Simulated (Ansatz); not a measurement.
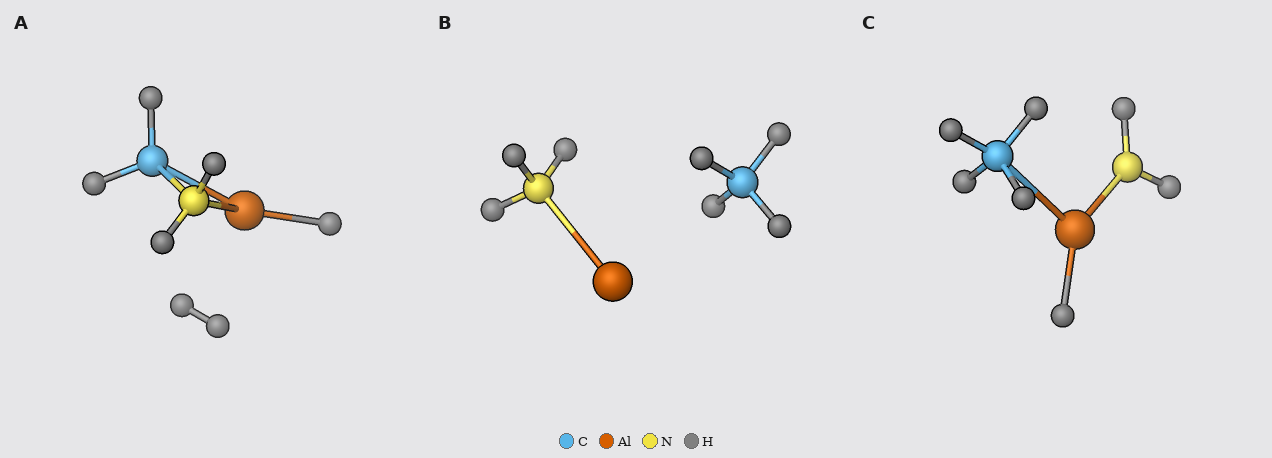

3 stationary structures of one formula. The species has charge +1 and is a spin singlet. Geometries: PBE-D4/def2-SVP. Electronic energies: PBE-D4/def2-SVP (Ansatz 0.2.0), without zero-point energy. No frequency run is at hand to confirm each as a minimum. Each is one conformer, not always the lowest.

**Which is lowest in energy, and by how much?**

B is lowest; C lies 0.494 eV above it, A lies 1.848 eV above it.
